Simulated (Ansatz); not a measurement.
# SiH2S (SMILES [SiH]S) at 6 levels

We compute a comparison of 6 runs (UHF/STO-3G, BLYP/STO-3G, PBE/STO-3G, UPBE0/STO-3G, wB97X/STO-3G, UCCSD(T)/STO-3G) of SiH2S. 

The calculation is run with Ansatz 0.2.0.

46 further runs of the same task are left out: 46 set aside as unsound or not needed.

### Step 1. Starting point

SiH2S: 4 atoms, total charge 0, spin state singlet. As SMILES, `[SiH]S`. The H3–Si1 distance was set to 3.813 Å, away from the relaxed value. At this shape a bond of the SMILES string is far longer than usual.

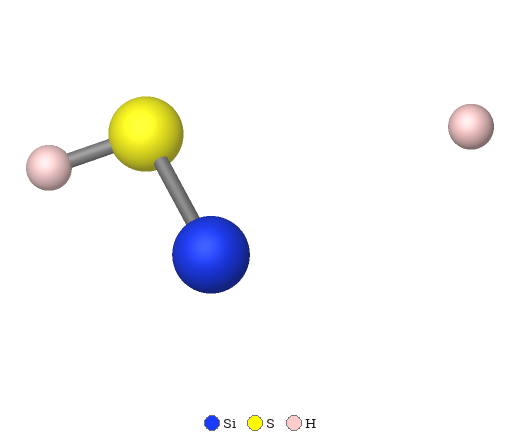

The structure, seen from a chosen angle (silicon blue, sulfur yellow, hydrogen pink).

### Step 2. The energy at UHF/STO-3G (run 1)

Input file job.yaml:

```yaml
crystal:
  periodic: [false, false, false]
  atoms:
    - {symbol: Si, position_ang: [-2.183261, -0.899799, -1.069357]}
    - {symbol: S, position_ang: [-1.729961, 1.133401, -1.437057]}
    - {symbol: H, position_ang: [1.017500, -1.190800, 0.981400]}
    - {symbol: H, position_ang: [-2.810161, 1.420601, -2.186657]}
basis:
  gaussian:
    orbitals: STO-3G
hamiltonian:
  xc: hf
accuracy: high
magnetization:
  spin_polarized: true
```

Launch:

```bash
ansatz run job.yaml --threads 1 --pin off --max-ram 2610MiB --events-out events.jsonl --progress --plain --runs-dir runs
```

The log of the run:

```text
Warning: RAYON_NUM_THREADS=1 ignored (pool sized by the plan → 1); use --threads N
Functional definition: HF
  name "HF"
  exchange = exact_x
  correlation = 0
338 factors; integrals over basis functions are off by at most 7.3e-9 eV
mean field evaluation 1: about -18487.1312 eV, gradient 1.2e1 eV
mean field evaluation 2: about -18487.1484 eV, gradient 1.2e1 eV
mean field evaluation 4: about -18489.1983 eV, gradient 6.6e0 eV
mean field evaluation 8: about -18491.6537 eV, gradient 2.4e0 eV
mean field evaluation 16: about -18497.1428 eV, gradient 1.6e0 eV
mean field evaluation 32: about -18497.1751 eV, gradient 9.3e-5 eV
mean field evaluation 64: about -18497.1250 eV, gradient 1.9e0 eV
mean field evaluation 96: about -18488.3337 eV, gradient 5.7e0 eV
mean field evaluation 128: about -18491.7426 eV, gradient 5.3e-8 eV
mean field -18497.17508236 eV, -679.7586464412 hartree, gradient 1.2e-8 eV, S^2 1.003334; 6 other end points of the search recorded, 0 dependent functions left out
reference -18497.17508236 eV, -679.7586464412 hartree; 16, 16 occupied and 4, 4 virtual orbitals, 338 factors
Total energy: -18497.17508236 eV, -679.7586464412 hartree
```

Wall time 0.34 s (1 thread of AMD EPYC 7R43 (Zen 3), shared host).

### Step 3. The energy at BLYP/STO-3G (run 2)

Input file molecule.yaml:

```yaml
crystal:
  periodic: [false, false, false]
  atoms:
    - {symbol: Si, position_ang: [-2.183261, -0.899799, -1.069357]}
    - {symbol: S, position_ang: [-1.729961, 1.133401, -1.437057]}
    - {symbol: H, position_ang: [1.017500, -1.190800, 0.981400]}
    - {symbol: H, position_ang: [-2.810161, 1.420601, -2.186657]}
basis:
  gaussian: {orbitals: STO-3G}
hamiltonian: {xc: {name: BLYP}}
accuracy: high
```

Launch:

```bash
ansatz run molecule.yaml --threads 1 --pin off --max-ram 2610MiB --events-out events.jsonl --progress --plain --runs-dir runs
```

The log of the run:

```text
Warning: RAYON_NUM_THREADS=1 ignored (pool sized by the plan → 1); use --threads N
Functional definition: BLYP
  name "BLYP"
  parameter beta = 0.0042
  parameter a = 0.04918
  parameter b = 0.132
  parameter c = 0.2533
  parameter d = 0.349
  exchange = b88_x(beta = beta)
  correlation = lyp_c(a = a, b = b, c = c, d = d)
338 factors; integrals over basis functions are off by at most 7.3e-9 eV
mean field evaluation 1: about -18517.0298 eV, gradient 1.6e1 eV
mean field evaluation 2: about -18477.9771 eV, gradient 8.1e1 eV
mean field evaluation 4: about -18517.8778 eV, gradient 1.2e1 eV
mean field evaluation 8: about -18521.0137 eV, gradient 1.7e1 eV
mean field evaluation 16: about -18524.8961 eV, gradient 5.1e-8 eV
mean field -18524.89605927 eV, -680.7773735526 hartree, gradient 5.1e-8 eV, S^2 0.000000; 0 other end points of the search recorded, 0 dependent functions left out
reference -18524.89610084 eV, -680.7773750802 hartree; 16, 16 occupied and 4, 4 virtual orbitals, 338 factors
Total energy: -18524.89610084 eV, -680.7773750802 hartree
```

Wall time 0.91 s (1 thread of AMD EPYC 7R43 (Zen 3), shared host); peak memory 0.11 GiB.

### Step 4. The energy at PBE/STO-3G (run 3)

Input file run.yaml:

```yaml
crystal:
  periodic: [false, false, false]
  atoms:
    - {symbol: Si, position_ang: [-2.183261, -0.899799, -1.069357]}
    - {symbol: S, position_ang: [-1.729961, 1.133401, -1.437057]}
    - {symbol: H, position_ang: [1.017500, -1.190800, 0.981400]}
    - {symbol: H, position_ang: [-2.810161, 1.420601, -2.186657]}
basis:
  gaussian:
    orbitals: STO-3G
hamiltonian:
  xc: pbe
accuracy: high
```

Launch:

```bash
ansatz run run.yaml --threads 1 --pin off --max-ram 2610MiB --events-out events.jsonl --progress --plain --runs-dir runs
```

The log of the run:

```text
Warning: RAYON_NUM_THREADS=1 ignored (pool sized by the plan → 1); use --threads N
Functional definition: PBE
  name "PBE"
  parameter kappa = 0.804
  parameter beta = 0.06672455060314922
  exchange = pbe_x(kappa = kappa, mu = beta*pi^2/3)
  correlation = pbe_c(beta = beta)
338 factors; integrals over basis functions are off by at most 7.3e-9 eV
mean field evaluation 1: about -18509.2724 eV, gradient 1.6e1 eV
mean field evaluation 2: about -18471.6063 eV, gradient 8.0e1 eV
mean field evaluation 4: about -18510.1769 eV, gradient 1.2e1 eV
mean field evaluation 8: about -18514.3890 eV, gradient 1.7e1 eV
mean field evaluation 16: about -18517.2904 eV, gradient 6.4e-8 eV
mean field -18517.29038172 eV, -680.4978700582 hartree, gradient 6.4e-8 eV, S^2 0.000000; 0 other end points of the search recorded, 0 dependent functions left out
reference -18517.29038374 eV, -680.4978701322 hartree; 16, 16 occupied and 4, 4 virtual orbitals, 338 factors
Total energy: -18517.29038374 eV, -680.4978701322 hartree
```

Wall time 0.79 s (1 thread of AMD EPYC 7R43 (Zen 3), shared host); peak memory 0.11 GiB.

Runs 4 to 5 aren't shown in full; the table further down has their settings and results.

### Step 5. The energy at UCCSD(T)/STO-3G (run 6)

Input file molecule.yaml:

```yaml
crystal:
  periodic: [false, false, false]
  atoms:
    - symbol: Si
      position_ang: [-2.183261, -0.899799, -1.069357]
    - symbol: S
      position_ang: [-1.729961, 1.133401, -1.437057]
    - symbol: H
      position_ang: [1.017500, -1.190800, 0.981400]
    - symbol: H
      position_ang: [-2.810161, 1.420601, -2.186657]
basis:
  gaussian:
    orbitals: STO-3G
magnetization:
  spin_polarized: true
correlation:
  method: ccsd_t
  frozen_orbitals: {H: 0, S: 5, Si: 5}
accuracy: high
scf:
  omitted_lower_state_checks: [cluster_reference, increment]
```

Launch:

```bash
ansatz run molecule.yaml --threads 1 --pin off --max-ram 2610MiB --events-out events.jsonl --progress --plain --runs-dir runs
```

The log of the run:

```text
Warning: RAYON_NUM_THREADS=1 ignored (pool sized by the plan → 1); use --threads N
[... 15 lines left out ...]
10 core orbitals not correlated: weight in the atoms' cores, before any rotation towards them, 1.000 or more for the frozen orbitals, at most 0.000 for the correlated occupied ones
[... 43 lines left out ...]
Total energy: -18498.89994666 eV, -679.8220340351 hartree
Checks for a lower state left out: cluster_reference, increment
```

Wall time 0.59 s (1 thread of AMD EPYC 7R43 (Zen 3), shared host).

### Step 6. The series

| run | level | frozen core orbitals | energy (Eh) | wall time |
| --- | --- | --- | --- | --- |
| 1 | UHF/STO-3G | – | -679.758646 | 0.34 s |
| 2 | BLYP/STO-3G | – | -680.777375 | 0.91 s |
| 3 | PBE/STO-3G | – | -680.497870 | 0.79 s |
| 4 | UPBE0/STO-3G | – | -680.643332 | 3.3 s |
| 5 | wB97X/STO-3G | – | -680.760845 | 4.5 s |
| 6 | UCCSD(T)/STO-3G | 10 | -679.822034 | 0.59 s |

### Step 7. Summary of results

| quantity | value |
| --- | --- |
| run 6: total energy | -679.82203 Eh |
| run 6: correlation energy (10 core orbitals frozen) | -63.4 mEh |
| run 6: (T) correction | -1.95 mEh |
| run 6: ⟨S²⟩ of the reference determinant | 1.003 |
| run 6: T1 diagnostic | 0.020 |

In words: Totals of different functionals can't be ranked against each other. In runs 1, 2, 3, 4, 5, 6 the basis is minimal, so the values are rough. In runs 2, 3, 5 a closed-shell determinant meets a far-stretched bond, which it describes badly. Spin contamination of the reference: run 1 ⟨S²⟩ = 1.00, run 6 ⟨S²⟩ = 1.00, run 4 ⟨S²⟩ = 1.00. Where it is this large, the reference is a mixture of spin states, and values that rest on it are in doubt. All runs together took 10 s, the longest 4.5 s.
